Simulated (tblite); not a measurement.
**Frequency calculation of C₆H₁₃Ge (charge −1)**

System: C₆H₁₃Ge, charge −1.
Method: GFN2-xTB harmonic vibrations, gas phase (tblite 0.8.0).

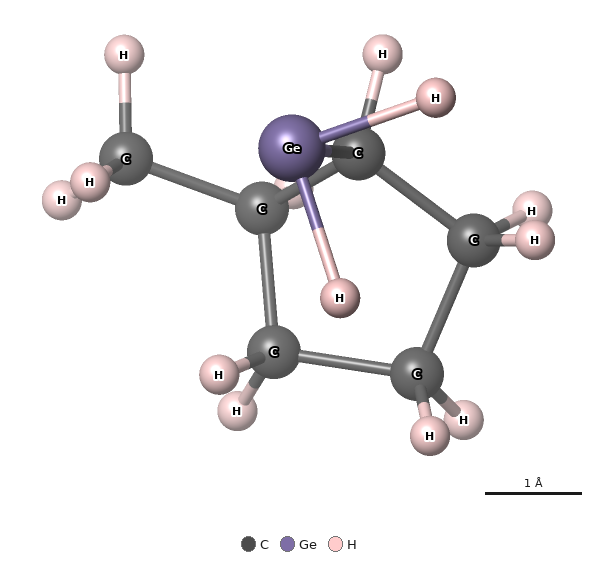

Figure 1. The structure as given in the input (ball-and-stick view, seen at a tilt). Sticks mark near contacts.

**Input**
```
{"job": {"kind": "ir", "xc": "GFN2-xTB", "basis": "xTB"}, "charge": -1, "multiplicity": 1}
C     -0.617049     2.087336    -0.625169
C     -0.685272     0.571687    -0.538059
C     -1.062155     0.064521     0.851013
C     -0.615385    -1.402368     0.867701
C      0.330243    -1.561434    -0.332796
C      0.639741    -0.141455    -0.780635
Ge     2.240247     0.717051     0.217800
H     -0.256264     2.393121    -1.606849
H      0.073715     2.468590     0.122501
H     -1.598202     2.539749    -0.459725
H     -1.448355     0.218666    -1.260772
H     -0.487432     0.628490     1.587389
H     -2.127654     0.183839     1.078383
H     -1.472959    -2.080076     0.786205
H     -0.096978    -1.630536     1.799245
H      1.241400    -2.091824    -0.058758
H     -0.173064    -2.140616    -1.126172
H      0.880901    -0.125498    -1.855012
H      1.985787    -0.163032     1.626016
H      3.243585    -0.525536    -0.295342
```

The first line tells a small driver script what to run in tblite; the rest is the geometry in Å.

Command:
```bash
OMP_NUM_THREADS=1 python <driver script> task.json out
```

**The program's output**
```
mode    cm-1     km/mol
  1      71.2      2.01
  2      94.6     10.58
  3     144.3      1.38
  4     158.6     35.77
  5     214.9      1.81
  6     227.9      0.43
  7     312.2      2.45
  8     401.7     50.83
  9     507.6      4.84
 10     544.6      7.01
 11     620.7     40.66
 12     658.2    199.79
 13     709.4     96.11
 14     792.4     12.21
 15     860.3     30.65
 16     884.7      1.42
 17     904.8      0.06
 18     956.3     12.52
 19     967.7     33.77
 20    1000.0      0.12
 21    1042.4   1750.46
 22    1050.5    355.91
 23    1068.7     12.81
 24    1097.9     63.81
 25    1116.7      9.73
 26    1147.0    525.15
 27    1152.8   1414.39
 28    1174.5     10.04
 29    1200.4     54.53
 30    1226.2      6.25
 31    1236.4     15.42
 32    1261.5      2.88
 33    1294.0      3.61
 34    1312.2      7.15
 35    1315.7     26.79
 36    1331.0     17.97
 37    1362.4      5.37
 38    1399.0      0.58
 39    1479.1      1.11
 40    1492.2      9.81
 41    1500.7      1.09
 42    1507.7      0.77
 43    1510.6     11.33
 44    2742.8    172.20
 45    2789.6    166.45
 46    2835.1    262.06
 47    2897.0     55.51
 48    2915.9    240.50
 49    2953.4    145.17
 50    2973.1     24.96
 51    2982.9     54.22
 52    2993.1     79.03
 53    2999.3     75.45
 54    3028.1     43.95
```

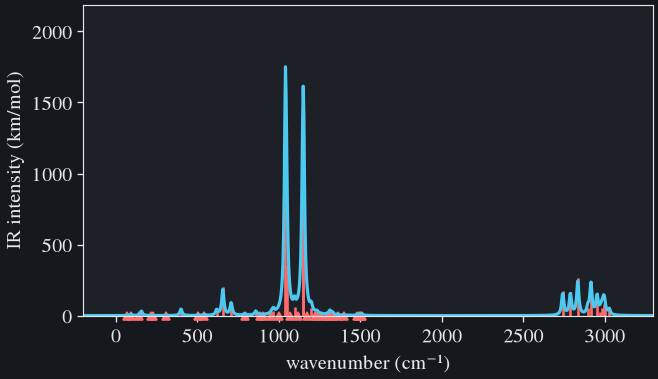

Figure 2. Harmonic infrared spectrum, unscaled: sticks (degenerate modes added up, dark ones marked on the axis) with a Lorentzian envelope of 16 cm⁻¹ full width, scaled to the tallest stick. 54 modes from 71 to 3028 cm⁻¹, none imaginary. The strongest line is at 1042 cm⁻¹ (1750 km/mol).

**Summary**

```json
{"quantity": "outcome", "value": "converged"}
{"quantity": "total energy", "value": "−587.6984 eV"}
{"quantity": "zero-point energy", "value": "103.5330 kcal/mol"}
{"quantity": "hardware", "value": "1 CPU thread, shared host"}
{"quantity": "wall time", "value": "2.3 s"}
{"quantity": "peak memory", "value": "0.18 GiB"}
```
